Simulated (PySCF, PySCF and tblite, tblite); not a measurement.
# C₆H₁₃BO₂: a path driven as rotation about a bond, and NMR exchange, part 2 of 2

PySCF and tblite. Atoms count from 0.

## 9. Shieldings, end: B3LYP/pcSseg-1

The job: settings as JSON, then the geometry in Å.

```
{"job": {"kind": "nmr", "xc": "B3LYP", "basis": "pcSseg-1", "pop": false}, "charge": 0, "multiplicity": 1}
O      3.207659    -0.611173    -0.846390
B      2.264434     0.220443    -0.363259
O      2.667379     1.430591     0.113541
C      0.731482    -0.268543    -0.356088
C      0.272353    -0.603634     1.072249
C     -1.167799    -1.108349     1.082335
C     -2.104418    -0.071823     0.470108
C     -1.663288     0.265583    -0.950472
C     -0.223582     0.771817    -0.958152
H      4.099402    -0.261595    -0.804855
H      1.977427     2.000595     0.448395
H      0.649480    -1.182815    -0.951054
H      0.933143    -1.361459     1.497711
H      0.345232     0.289585     1.699457
H     -1.228375    -2.034475     0.506785
H     -1.475637    -1.329461     2.107121
H     -3.128500    -0.451847     0.462719
H     -2.089667     0.835218     1.079791
H     -1.733755    -0.628863    -1.573026
H     -2.325303     1.023500    -1.376143
H      0.082418     1.001261    -1.981212
H     -0.171665     1.699964    -0.380583
```

Standard output:

```text
coarse grid: 17840 points
cycle   1  E = -411.5619778665  dE =  1.130e+00  |g| = 1.027e+00  |ddm| = 4.108e+00
cycle   2  E = -411.3538181306  dE =  2.082e-01  |g| = 1.483e+00  |ddm| = 1.812e+00
cycle   3  E = -411.7650609580  dE = -4.112e-01  |g| = 9.518e-02  |ddm| = 1.130e+00
cycle   4  E = -411.7665877159  dE = -1.527e-03  |g| = 4.223e-02  |ddm| = 1.051e-01
cycle   5  E = -411.7669790318  dE = -3.913e-04  |g| = 1.274e-02  |ddm| = 4.531e-02
cycle   6  E = -411.7670141351  dE = -3.510e-05  |g| = 2.448e-03  |ddm| = 1.321e-02
cycle   7  E = -411.7670152701  dE = -1.135e-06  |g| = 8.598e-04  |ddm| = 2.439e-03
final grid: 170712 points
cycle   8  E = -411.8595029894  dE = -1.040e-04  |g| = 7.944e-03  |ddm| = 4.536e-02
cycle   9  E = -411.8594913682  dE =  1.162e-05  |g| = 1.053e-02  |ddm| = 1.593e-02
cycle  10  E = -411.8595189650  dE = -2.760e-05  |g| = 1.024e-03  |ddm| = 9.505e-03
cycle  11  E = -411.8595191490  dE = -1.840e-07  |g| = 3.834e-04  |ddm| = 1.162e-03
cycle  12  E = -411.8595191715  dE = -2.259e-08  |g| = 1.253e-04  |ddm| = 3.202e-04
cycle  13  E = -411.8595191743  dE = -2.758e-09  |g| = 2.552e-05  |ddm| = 1.001e-04
cycle  14  E = -411.8595191744  dE = -1.165e-10  |g| = 7.228e-06  |ddm| = 2.273e-05
converged SCF energy = -411.8595191744

GIAO shielding tensors (ppm)
atom      isotropic    diamagn.    paramagn.     s11        s22        s33       span
  0 O      217.014     383.239    -166.225    123.133    262.084    265.824    142.690
  1 B       67.982     195.377    -127.395     48.216     65.919     89.812     41.596
  2 O      220.132     389.596    -169.464    105.943    265.444    289.010    183.068
  3 C      149.603     254.263    -104.660    141.053    144.609    163.146     22.093
  4 C      146.983     248.754    -101.772    138.324    150.326    152.298     13.973
  5 C      148.500     246.756     -98.256    141.726    149.753    154.021     12.296
  6 C      149.005     247.173     -98.168    143.437    149.797    153.781     10.343
  7 C      148.836     246.749     -97.914    142.408    149.885    154.215     11.807
  8 C      146.901     249.012    -102.110    137.945    148.817    153.942     15.997
  9 H       27.876      28.308      -0.432     22.004     23.316     38.308     16.303
 10 H       27.832      34.734      -6.902     20.887     27.451     35.157     14.270
 11 H       30.955      35.116      -4.161     27.818     29.902     35.146      7.328
 12 H       30.062      31.717      -1.655     24.975     29.525     35.687     10.712
 13 H       31.016      33.900      -2.884     27.104     30.845     35.100      7.996
 14 H       30.548      31.394      -0.846     27.103     28.654     35.888      8.785
 15 H       30.012      29.568       0.444     25.417     28.006     36.614     11.198
 16 H       30.008      28.814       1.193     25.468     27.820     36.735     11.267
 17 H       30.639      31.373      -0.733     27.693     28.432     35.793      8.100
 18 H       30.544      31.422      -0.878     27.189     28.559     35.884      8.695
 19 H       30.020      29.649       0.371     25.428     28.011     36.621     11.193
 20 H       30.109      31.909      -1.800     25.163     29.372     35.793     10.630
 21 H       31.142      34.411      -3.269     27.135     31.082     35.209      8.074
```

Run time: 39 s. Hardware: 1 thread of Arm Neoverse V2, shared host; peak memory 0.92 GiB.

Key values: HOMO -7.61 eV, LUMO 0.60 eV; dipole 1.25 D.

## 10. Kinetics and line shapes

The job: settings as JSON, then the geometry in Å.

```
{"job": {"smiles": "OB(O)C1CCCCC1", "charge": 0, "mult": 1, "motion": "rotation", "what": "boronate", "atoms": [1, 2], "drives": [{"terms": [["t", [0, 1, 2, 10], 0.5], ["t", [3, 1, 2, 10], 0.5]], "by": 180, "n": 12}], "study": "path", "level": {"kind": "nmr", "xc": "B3LYP", "basis": "pcSseg-1"}, "fields": [80, 90, 700], "first": 1, "seed": 743, "kind": "path"}, "charge": 0, "multiplicity": 1}
O      3.159434    -0.409198    -0.900417
B      2.184933     0.329142    -0.316250
O      2.418166     1.520711     0.285517
C      0.687319    -0.243491    -0.330420
C      0.220284    -0.591554     1.091010
C     -1.198709    -1.151257     1.081139
C     -2.163666    -0.147368     0.459770
C     -1.717862     0.202622    -0.955842
C     -0.297589     0.759173    -0.947316
H      4.053068    -0.061857    -0.878725
H      3.320789     1.842983     0.289255
H      0.657978    -1.160718    -0.926894
H      0.903057    -1.321129     1.531852
H      0.253804     0.311634     1.703259
H     -1.218255    -2.077671     0.502306
H     -1.511243    -1.386662     2.101415
H     -3.175392    -0.559945     0.443497
H     -2.180877     0.760153     1.067610
H     -1.750604    -0.695410    -1.577324
H     -2.400681     0.936387    -1.390991
H      0.012956     0.996013    -1.967243
H     -0.267320     1.682412    -0.366056
```

Standard output:

```text
stationary points (kcal/mol above the start)
  n  kind          group   xTB      DFT    lowest mode
  0  minimum      C1       0.00     0.00      11.9
  1  saddle       C1       8.25     6.53    -615.9
  2  minimum      C1      -1.54    -3.30      -8.4

GFN2-xTB energies: T/K, barrier G, reaction G (kcal/mol), k forward, k back (1/s)
 150.00     7.26    -1.41       82.7      0.719
 200.00     7.29    -1.43   4.52e+04   1.23e+03
 250.00     7.32    -1.45   2.06e+06   1.12e+05
 298.15     7.36    -1.46   2.49e+07   2.11e+06
 350.00     7.41    -1.48   1.72e+08   2.05e+07
 400.00     7.47    -1.49   6.95e+08   1.06e+08
 500.00     7.59    -1.52      5e+09   1.09e+09

B3LYP/pcSseg-1 + D3(BJ) energies: T/K, barrier G, reaction G (kcal/mol), k forward, k back (1/s)
 150.00     5.54    -3.17   2.65e+04      0.639
 200.00     5.57    -3.19   3.42e+06   1.13e+03
 250.00     5.60    -3.20   6.58e+07   1.04e+05
 298.15     5.64    -3.22   4.54e+08   1.99e+06
 350.00     5.69    -3.23   2.04e+09   1.95e+07
 400.00     5.75    -3.25   6.05e+09   1.02e+08
 500.00     5.87    -3.27   2.82e+10   1.05e+09
```

It took 2.2 min on 1 thread of Arm Neoverse V2, shared host; peak memory 1 GiB. This counts the whole study up to here.

Barriers by level (kcal/mol; entropies in cal/(mol K)). Zero-point and thermal terms come from xTB in every row. ΔG‡ leaves symmetry out; the rate counts one path; effective ΔG‡, where given, is the barrier that would give that rate by Eyring's equation alone:

| level | ΔE‡ | with zero-point | ΔH‡ | ΔS‡ | ΔG‡ (298 K) | ΔE of reaction | k at 298 K (1/s) | effective ΔG‡ |
| --- | --- | --- | --- | --- | --- | --- | --- | --- |
| GFN2-xTB | 8.25 | 7.20 | 7.11 | -0.8 | 7.36 | -1.54 | 2.5e+07 | 7.36 |
| B3LYP/pcSseg-1 + D3(BJ) | 6.53 | 5.48 | 5.39 | -0.8 | 5.64 | -3.30 | 4.5e+08 | 5.64 |

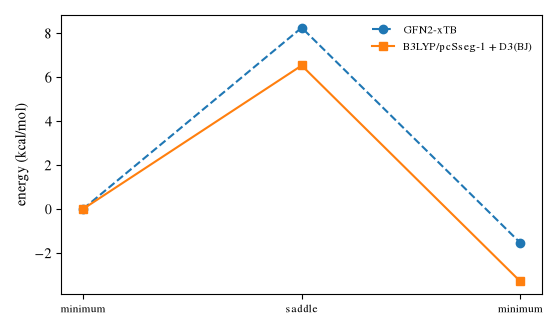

The xTB stationary points, at both levels.

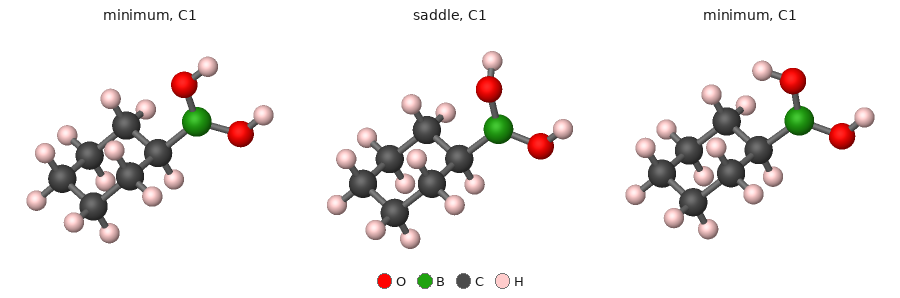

The stationary points in order.

Sites that the driver pairs across this motion, and where their lines would merge (no couplings; faster rotations or exchange between molecules can average them sooner):

| nucleus | sites: shielding (ppm) | proton frequency (MHz) | spread (Hz) | coalescence (K) | lines at 298 K |
| --- | --- | --- | --- | --- | --- |
| ¹H | H10: 28.79; H10 (end): 27.83 | 700 | 672 | not given | – |
| ¹H | H9: 28.63; H9 (end): 27.88 | 700 | 528 | not given | – |
| ¹H | H21: 30.50; H21 (end): 31.14 | 700 | 450 | not given | – |
| ¹⁷O | O0: 212.7; O0 (end): 217.0 | 700 | 407 | not given | – |
| ¹H | H13: 30.57; H13 (end): 31.02 | 700 | 315 | not given | – |
| ¹⁷O | O2: 217.9; O2 (end): 220.1 | 700 | 211 | not given | – |
| ¹³C | C8: 147.9; C8 (end): 146.9 | 700 | 174 | not given | – |
| ¹¹B | B1: 68.7; B1 (end): 68.0 | 700 | 154 | not given | – |

A dash: the driver gave no coalescence for this row (it judged the minor form too scarce).

Rows that set an atom against itself at the end compare its shielding in the two forms.

Lines of quadrupolar nuclei are broad, so their coalescence could hardly be seen.

## 11. Results

This closing draws on all 2 parts.

| quantity | value |
| --- | --- |
| barrier (B3LYP/pcSseg-1 + D3(BJ)) | ΔE‡ 6.5, ΔG‡(298 K) 5.6 kcal/mol |
| barrier (GFN2-xTB) | ΔE‡ 8.2 kcal/mol |
| rate at 298 K | 4.5e+08 s⁻¹ |
| end of the path | -3.3 kcal/mol from the start |

In words: The barrier is 6.5 kcal/mol at the DFT level (xTB: 8.2); with thermal terms and the count of paths the DFT value gives a rate of 4.5e+08 s⁻¹ at 298 K. An error of 1.4 kcal/mol changes that rate tenfold. It was not proven that each saddle links the two ends.
